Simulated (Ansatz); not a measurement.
## Ge (diamond structure), cut as [110] fin, 0.58 nm along [001] by 0.81 nm along [1-10], dimers on {100} faces, F-ended

The numbers are results of PBE (plane waves to 420 eV, PAW; Ansatz, a first-principles code), not measurements.

k-points: Γ-centred 1×1×3 mesh; occupations: Fermi-Dirac, 0.020 eV; spin polarisation not allowed. No spin-orbit coupling.

 The relaxation kept the symmetry of its start, so a lower minimum of less symmetry isn't excluded. The period along the axis is held at the bulk value.

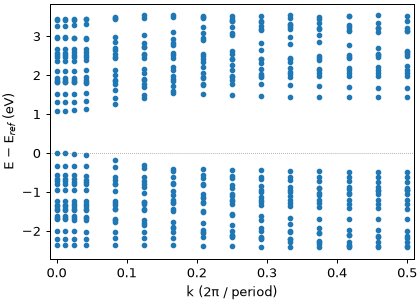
Figure: Levels along the axis at 15 k-points, drawn as points, zero at the top of the valence band

Electronic character: not metallic; Kohn-Sham band gap: 1.09 eV. Only levels within the plotted window are shown.
